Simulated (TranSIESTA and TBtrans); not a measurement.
Device: Ge chain with one bond stretched by 1.5 Å. Leads: straight Ge chain, spacing 2.4 Å. Geometry: as built, not relaxed.

Computed with TranSIESTA and TBtrans, PBE, DZ numerical orbitals (energy shift 0.15 eV), PseudoDojo norm-conserving scalar-relativistic potentials, mesh cutoff 200 Ry, 300 K, no spin polarisation, no spin-orbit coupling; self-consistent non-equilibrium Green functions.

Energies count from the leads' Fermi level. Transmissions are for one spin of a degenerate pair. The energy step is 0.01 eV; narrower resonances are cut or missed.

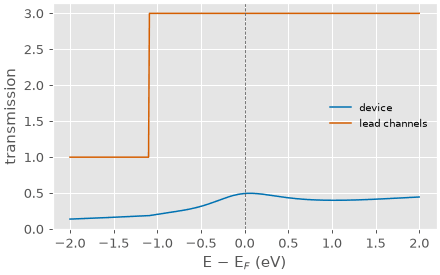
Transmission against energy

| E (eV) | T | lead channels |
|---|---|---|
| -2.00 | 0.14 | 1 |
| -1.80 | 0.15 | 1 |
| -1.60 | 0.16 | 1 |
| -1.40 | 0.17 | 1 |
| -1.20 | 0.18 | 1 |
| -1.00 | 0.21 | 3 |
| -0.80 | 0.24 | 3 |
| -0.60 | 0.29 | 3 |
| -0.40 | 0.35 | 3 |
| -0.20 | 0.44 | 3 |
| 0.00 | 0.49 | 3 |
| 0.20 | 0.49 | 3 |
| 0.40 | 0.45 | 3 |
| 0.60 | 0.42 | 3 |
| 0.80 | 0.41 | 3 |
| 1.00 | 0.40 | 3 |
| 1.20 | 0.40 | 3 |
| 1.40 | 0.41 | 3 |
| 1.60 | 0.42 | 3 |
| 1.80 | 0.43 | 3 |
| 2.00 | 0.45 | 3 |

The straight chain is held at its spacing; free chains may zigzag or dimerise. No spin-polarised start was tried, so a magnetic state, if there is one, is missed.
